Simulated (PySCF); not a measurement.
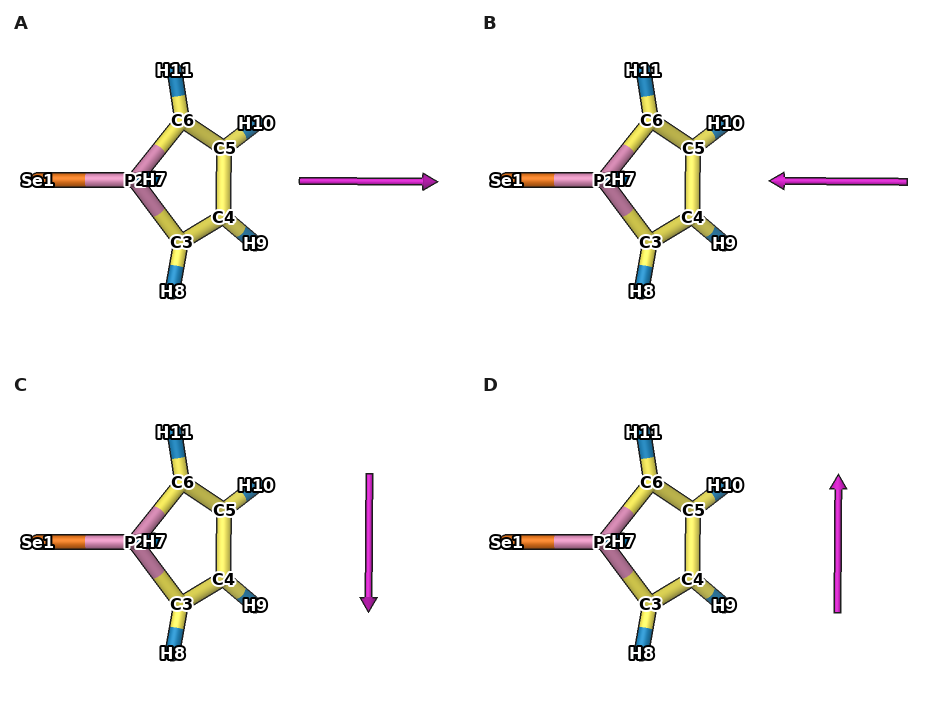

The same molecule four times, each with an arrow. Computed geometry: GFN2-xTB optimisation. No frequency run is at hand to confirm it as a minimum. Method: PBE0/def2-SVPD, gas phase (PySCF 2.14.0).

> Which arrow points along the dipole moment, from the negative to the positive end?

A. The dipole moment is 4.67 D; it points from the side of Se1 to the side of H9, H10 (the outermost atoms at the two ends).

The geometry is semi-empirical. Around P, Se such bond lengths and angles can be off by a tenth of an ångström or more and by several degrees, and values that hang on the shape move with them.
